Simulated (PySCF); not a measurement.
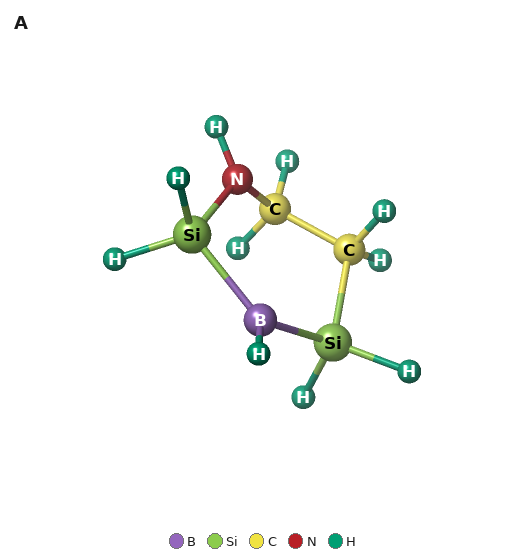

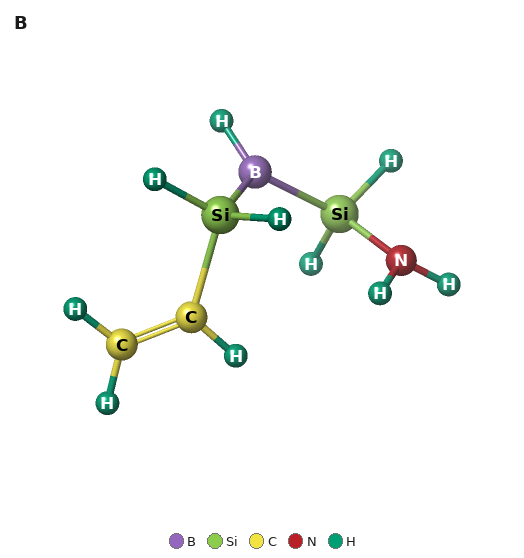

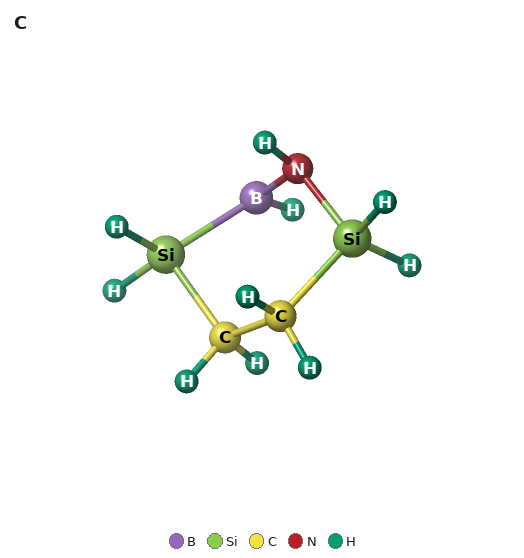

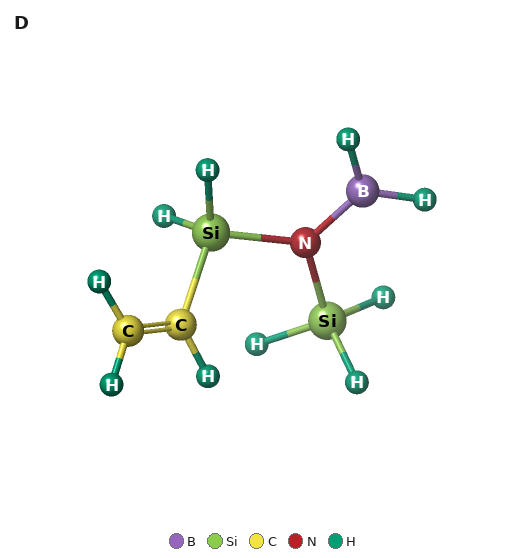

4 stationary structures of one formula. Geometries: GFN2-xTB. Electronic energies: PBE0/pcSseg-1 (PySCF 2.14.0), without zero-point energy. No frequency run is at hand to confirm each as a minimum. Each is one conformer, not always the lowest.

### How are they related?

They are constitutional isomers of C2H10BNSi2: A `B1[SiH2]CCN[SiH2]1`, B `C=C[SiH2]B[SiH2]N`, C `B1N[SiH2]CC[SiH2]1`, D `BN([SiH3])[SiH2]C=C`.

### Rank them by energy, lowest first.

D is lowest; C lies 0.108 eV above it, A lies 1.456 eV above it, B lies 2.163 eV above it.

The geometry is semi-empirical. Around B, Si such bond lengths and angles can be off by a tenth of an ångström or more and by several degrees, and values that hang on the shape move with them.
